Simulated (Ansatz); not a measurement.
The relaxed structure here is a generated cell of ZnSnN2: the first start was made by placing the elements on the sites of a structure type, and the end was not matched to a known phase here, so it may be hypothetical.

The end point of a relaxation of ZnSnN2. Space group P-4m2 (No. 115). Method: PBEsol (plane waves to 420 eV, PAW, scalar-relativistic; Ansatz, an electronic-structure program).

Space group P-4m2 (No. 115); a = b = 3.3774 Å, c = 4.6845 Å, α = β = γ = 90.00°

```
atom  site  symmetry       x       y       z
----  ----  --------  ------  ------  ------
Zn      1c      -4m2  0.5000  0.5000  0.5000
Sn      1a      -4m2  0.0000  0.0000  0.0000
N       2g      2mm.  0.0000  0.5000  0.2576
```

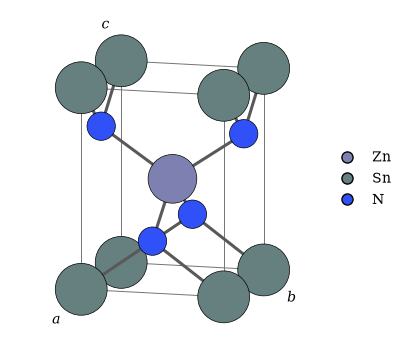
The conventional cell of the relaxed structure

| Quantity | Result |
|---|---|
| Volume per atom | 13.36 Å³ |
| Density | 6.59 g/cm³ |
| Band gap | zero, with touching bands (no spin-orbit coupling) |
| Shortest distances | N–Zn 2.03 Å; N–Sn 2.08 Å; N–N 3.30 Å; Sn–Zn 3.35 Å |
| k-mesh | 14×14×10 |

Band energies at high-symmetry points (eV from the Fermi level; labels of this space group; no spin-orbit coupling), from −5 eV up to 4.5 eV:

```csv
point,energies
Γ,-4.76 -3.18 -3.18 -0.19 -0.15 -0.15 -0.15 2.39
X,-4.49 -4.48 -3.29 -2.87 -1.90 -0.74 3.61
M,-4.49 -3.65 -2.79 -2.79 -2.11 2.53 2.53
Z,-3.15 -3.01 -2.29 -2.29 -1.14 -1.14 2.62 3.02
R,-1.90 -1.38 -0.82 -0.67 2.28 3.96
A,-4.20 -3.83 -3.83 -3.50 -3.05
```

No spin polarisation in the result. The gap comes from the SCF mesh and the high-symmetry points alone.

The run could not lose the symmetry of its start, so the end can be a saddle point.

It was reached from a disturbed copy of a P4/mmm (No. 123) cell (AFLOW prototype ABC2_tP4_123_d_a_f (as in CaCuO2)), against which it lies -1.07 eV/atom.
